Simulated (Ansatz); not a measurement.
**InHF (SMILES [F][InH]) at UCCSD/STO-3G**

What is the energy change on altering one bond length of InHF at UCCSD/STO-3G? 

The calculation is run with Ansatz 0.2.0.

65 further runs of the same task are left out: 9 that didn't finish, 56 set aside as unsound or not needed.

### 1 The system as given

InHF has 3 atoms, charge 0, and is taken as a doublet. SMILES: `[F][InH]`. Geometry: relaxed at PBE0-D4/def2-TZVP.

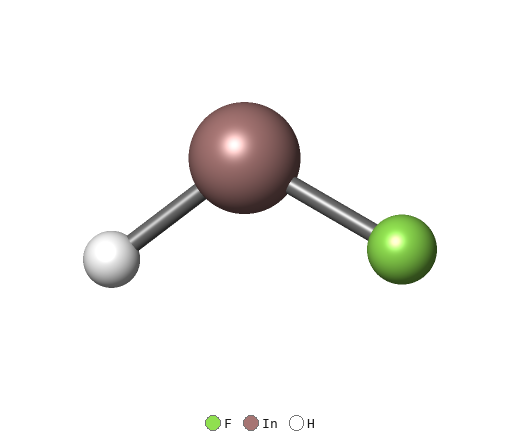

The structure, seen from a chosen angle (fluorine green, indium brown, hydrogen white).

### 2 A single-point energy at UCCSD/STO-3G

Input file in.yaml:

```yaml
crystal:
  periodic: [false, false, false]
  atoms:
    - {symbol: F, position_ang: [1.088400, 0.989500, 0.694300]}
    - {symbol: In, position_ang: [-0.522500, 0.355100, -0.244800]}
    - {symbol: H, position_ang: [-0.576900, -1.409400, -0.462800]}
basis:
  gaussian:
    orbitals: STO-3G
scf:
  omitted_lower_state_checks: [cluster_reference, increment]
magnetization:
  spin_polarized: true
  initial_magnetization: 1
accuracy: high
correlation:
  method: ccsd
  frozen_orbitals: {F: 1, H: 0, In: 18}
```

Started as:

```
$ ansatz run in.yaml --threads 1 --pin off --max-ram 2610MiB --events-out events.jsonl --progress --plain --runs-dir runs
```

The log of the run:

```text
Warning: RAYON_NUM_THREADS=1 ignored (pool sized by the plan → 1); use --threads N
Functional definition: HF
  name "HF"
  exchange = exact_x
  correlation = 0
these checks for a lower state are left out or cut short: cluster_reference, increment
590 factors; integrals over basis functions are off by at most 4.0e-9 eV
mean field evaluation 1: about -157318.2627 eV, gradient 1.3e1 eV
mean field evaluation 2: about -157318.3169 eV, gradient 1.3e1 eV
mean field evaluation 4: about -157320.7872 eV, gradient 1.8e0 eV
mean field evaluation 8: about -157320.8889 eV, gradient 3.4e-2 eV
mean field evaluation 16: about -157320.8819 eV, gradient 2.4e-8 eV
mean field -157320.88186824 eV, -5781.4357727342 hartree, gradient 2.4e-8 eV, S^2 0.758704; 0 other end points of the search recorded, 0 dependent functions left out
19 core orbitals not correlated: weight in the atoms' cores, before any rotation towards them, 1.000 or more for the frozen orbitals, at most 0.000 for the correlated occupied ones
reference -157320.88186824 eV, -5781.4357727342 hartree; 11, 10 occupied and 3, 4 virtual orbitals, 590 factors
second order -1.15164047 eV of doubles, -0.00000000 eV of singles
cycle   1  -1.27846143 eV  change   -1.3e-1 eV  update   1.0e-1
cycle   2  -1.46531538 eV  change   -1.9e-1 eV  update   4.2e-2
cycle   3  -1.55394190 eV  change   -8.9e-2 eV  update   3.0e-2
cycle   4  -1.55464853 eV  change   -7.1e-4 eV  update   6.8e-3
cycle   5  -1.55524603 eV  change   -6.0e-4 eV  update   3.9e-3
cycle   6  -1.55704184 eV  change   -1.8e-3 eV  update   1.8e-3
cycle   7  -1.55702335 eV  change    1.8e-5 eV  update   8.5e-4
cycle   8  -1.55627690 eV  change    7.5e-4 eV  update   4.3e-4
cycle   9  -1.55642752 eV  change   -1.5e-4 eV  update   2.4e-4
cycle  10  -1.55657505 eV  change   -1.5e-4 eV  update   9.8e-5
cycle  11  -1.55657860 eV  change   -3.6e-6 eV  update   3.6e-5
cycle  12  -1.55659120 eV  change   -1.3e-5 eV  update   1.4e-5
cycle  13  -1.55658568 eV  change    5.5e-6 eV  update   6.7e-6
cycle  14  -1.55658628 eV  change   -6.0e-7 eV  update   2.9e-6
cycle  15  -1.55658766 eV  change   -1.4e-6 eV  update   1.4e-6
cycle  16  -1.55658740 eV  change    2.7e-7 eV  update   6.3e-7
cycle  17  -1.55658728 eV  change    1.2e-7 eV  update   2.7e-7
cycle  18  -1.55658721 eV  change    7.1e-8 eV  update   1.5e-7
cycle  19  -1.55658727 eV  change   -6.4e-8 eV  update   7.4e-8
cycle  20  -1.55658729 eV  change   -2.5e-8 eV  update   3.5e-8
cycle  21  -1.55658669 eV  change    6.0e-7 eV  update   1.3e-7
cycle  22  -1.55658656 eV  change    1.3e-7 eV  update   8.1e-8
cycle  23  -1.55658653 eV  change    3.2e-8 eV  update   1.9e-8
cycle  24  -1.55658654 eV  change   -7.7e-9 eV  update   9.5e-9
cycle  25  -1.55658654 eV  change  -6.1e-10 eV  update   4.4e-9
cycle  26  -1.55658654 eV  change  -5.9e-11 eV  update   1.9e-9
Total energy: -157322.43845478 eV, -5781.4929762344 hartree
Checks for a lower state left out: cluster_reference, increment
```

Run time: 0.86 s. Hardware: 1 thread of Arm Neoverse V2, shared host; peak memory 0.1 GiB.

### 3 The distorted shape at the same level

Input file input.yaml:

```yaml
crystal:
  periodic: [false, false, false]
  atoms:
    - symbol: F
      position_ang: [1.491113, 1.148095, 0.929068]
    - symbol: In
      position_ang: [-0.522500, 0.355100, -0.244800]
    - symbol: H
      position_ang: [-0.576900, -1.409400, -0.462800]
basis:
  gaussian: {orbitals: STO-3G}
total_charge: 0
magnetization: {spin_polarized: true, initial_magnetization: 1}
correlation: {method: ccsd, frozen_orbitals: {F: 1, H: 0, In: 18}}
accuracy: high
scf: {omitted_lower_state_checks: [cluster_reference, increment]}
```

Started as:

```
$ ansatz run input.yaml --threads 1 --pin off --max-ram 2610MiB --events-out events.jsonl --progress --plain --runs-dir runs
```

The log of the run:

```text
Warning: RAYON_NUM_THREADS=1 ignored (pool sized by the plan → 1); use --threads N
Functional definition: HF
  name "HF"
  exchange = exact_x
  correlation = 0
these checks for a lower state are left out or cut short: cluster_reference, increment
580 factors; integrals over basis functions are off by at most 4.0e-9 eV
mean field evaluation 1: about -157314.2582 eV, gradient 1.3e1 eV
mean field evaluation 2: about -157314.2965 eV, gradient 1.3e1 eV
mean field evaluation 4: about -157318.3840 eV, gradient 3.2e0 eV
mean field evaluation 8: about -157318.5472 eV, gradient 1.5e0 eV
mean field evaluation 16: about -157319.4812 eV, gradient 3.4e-4 eV
mean field evaluation 32: about -157310.0959 eV, gradient 1.6e1 eV
mean field evaluation 64: about -157318.6403 eV, gradient 6.4e-4 eV
mean field evaluation 96: about -157319.4903 eV, gradient 1.5e-1 eV
mean field evaluation 128: about -157318.6304 eV, gradient 2.8e-1 eV
mean field evaluation 160: about -157319.0762 eV, gradient 2.8e0 eV
mean field evaluation 192: about -157318.5748 eV, gradient 9.3e-4 eV
mean field -157319.48117809 eV, -5781.3842983204 hartree, gradient 2.9e-8 eV, S^2 1.022726; 18 other end points of the search recorded, 0 dependent functions left out
19 core orbitals not correlated: weight in the atoms' cores, before any rotation towards them, 1.000 or more for the frozen orbitals, at most 0.000 for the correlated occupied ones
reference -157319.48117809 eV, -5781.3842983204 hartree; 11, 10 occupied and 3, 4 virtual orbitals, 580 factors
second order -0.60142617 eV of doubles, -0.00000000 eV of singles
cycle   1  -0.85195497 eV  change   -2.5e-1 eV  update   6.8e-2
cycle   2  -1.13140124 eV  change   -2.8e-1 eV  update   4.8e-2
cycle   3  -1.22948880 eV  change   -9.8e-2 eV  update   3.3e-2
cycle   4  -1.34876539 eV  change   -1.2e-1 eV  update   2.6e-2
cycle   5  -1.43643762 eV  change   -8.8e-2 eV  update   1.8e-2
cycle   6  -1.47845209 eV  change   -4.2e-2 eV  update   1.1e-2
cycle   7  -1.49805281 eV  change   -2.0e-2 eV  update   6.9e-3
cycle   8  -1.51261115 eV  change   -1.5e-2 eV  update   3.3e-3
cycle   9  -1.51371453 eV  change   -1.1e-3 eV  update   1.3e-3
cycle  10  -1.51398387 eV  change   -2.7e-4 eV  update   5.8e-4
cycle  11  -1.51441739 eV  change   -4.3e-4 eV  update   3.4e-4
cycle  12  -1.51426049 eV  change    1.6e-4 eV  update   2.3e-4
cycle  13  -1.51436582 eV  change   -1.1e-4 eV  update   1.7e-4
cycle  14  -1.51433026 eV  change    3.6e-5 eV  update   1.0e-4
cycle  15  -1.51430185 eV  change    2.8e-5 eV  update   5.2e-5
cycle  16  -1.51428416 eV  change    1.8e-5 eV  update   3.2e-5
cycle  17  -1.51427279 eV  change    1.1e-5 eV  update   2.3e-5
cycle  18  -1.51426783 eV  change    5.0e-6 eV  update   1.7e-5
cycle  19  -1.51426500 eV  change    2.8e-6 eV  update   1.3e-5
cycle  20  -1.51426257 eV  change    2.4e-6 eV  update   9.3e-6
cycle  21  -1.51426520 eV  change   -2.6e-6 eV  update   6.0e-6
cycle  22  -1.51426764 eV  change   -2.4e-6 eV  update   3.6e-6
cycle  23  -1.51426951 eV  change   -1.9e-6 eV  update   2.2e-6
cycle  24  -1.51426905 eV  change    4.5e-7 eV  update   1.4e-6
cycle  25  -1.51426793 eV  change    1.1e-6 eV  update   9.4e-7
cycle  26  -1.51426688 eV  change    1.1e-6 eV  update   6.1e-7
cycle  27  -1.51426647 eV  change    4.1e-7 eV  update   3.7e-7
cycle  28  -1.51426629 eV  change    1.8e-7 eV  update   2.6e-7
cycle  29  -1.51426620 eV  change    9.6e-8 eV  update   1.8e-7
cycle  30  -1.51426609 eV  change    1.0e-7 eV  update   1.2e-7
cycle  31  -1.51426601 eV  change    8.4e-8 eV  update   8.3e-8
cycle  32  -1.51426602 eV  change   -1.0e-8 eV  update   7.0e-8
cycle  33  -1.51426605 eV  change   -2.9e-8 eV  update   5.4e-8
cycle  34  -1.51426605 eV  change    2.1e-9 eV  update   4.3e-8
cycle  35  -1.51426531 eV  change    7.4e-7 eV  update   3.3e-7
cycle  36  -1.51426481 eV  change    4.9e-7 eV  update   2.5e-7
cycle  37  -1.51426393 eV  change    8.8e-7 eV  update   2.2e-7
cycle  38  -1.51426335 eV  change    5.8e-7 eV  update   2.0e-7
cycle  39  -1.51426240 eV  change    9.5e-7 eV  update   1.7e-7
cycle  40  -1.51426237 eV  change    2.5e-8 eV  update   1.0e-7
cycle  41  -1.51426242 eV  change   -5.0e-8 eV  update   7.1e-8
cycle  42  -1.51426247 eV  change   -5.0e-8 eV  update   3.4e-8
cycle  43  -1.51426243 eV  change    4.2e-8 eV  update   2.1e-8
cycle  44  -1.51426242 eV  change    7.3e-9 eV  update   1.3e-8
cycle  45  -1.51426242 eV  change  -1.7e-10 eV  update   8.0e-9
cycle  46  -1.51426243 eV  change   -4.6e-9 eV  update   5.6e-9
cycle  47  -1.51426243 eV  change   -5.8e-9 eV  update   3.5e-9
cycle  48  -1.51426243 eV  change    2.5e-9 eV  update   2.2e-9
Total energy: -157320.99544052 eV, -5781.4399464384 hartree
Checks for a lower state left out: cluster_reference, increment
```

It took 4.2 s on 1 thread of Arm Neoverse V2, shared host; peak memory 0.11 GiB.

### 4 Summary of results

At UCCSD/STO-3G, 19 core orbitals frozen:

```
                                                          quantity           value
                                         first shape: total energy  -5781.49298 Eh
         first shape: correlation energy (19 core orbitals frozen)       -57.2 mEh
                    first shape: ⟨S²⟩ of the reference determinant           0.759
                                        first shape: T1 diagnostic           0.022
                                     distorted shape: total energy  -5781.43995 Eh
     distorted shape: correlation energy (19 core orbitals frozen)       -55.6 mEh
                distorted shape: ⟨S²⟩ of the reference determinant           1.023
                                    distorted shape: T1 diagnostic           0.045
energy change with the F1–In2 bond stretched from 1.970 to 2.462 Å        1.443 eV
```

With the F1–In2 bond stretched from 1.970 to 2.462 Å the energy rises by 1.44 eV (33 kcal/mol). The first shape isn't relaxed at this level, so the change isn't measured from a minimum. The minimal basis adds a large error of its own. Relativity is left out (first shape) although the molecule holds a heavy atom. ⟨S²⟩ (distorted shape) is 1.02 where a pure doublet has 0.75: the reference is spin-contaminated. Relativity is left out (distorted shape) although the molecule holds a heavy atom.
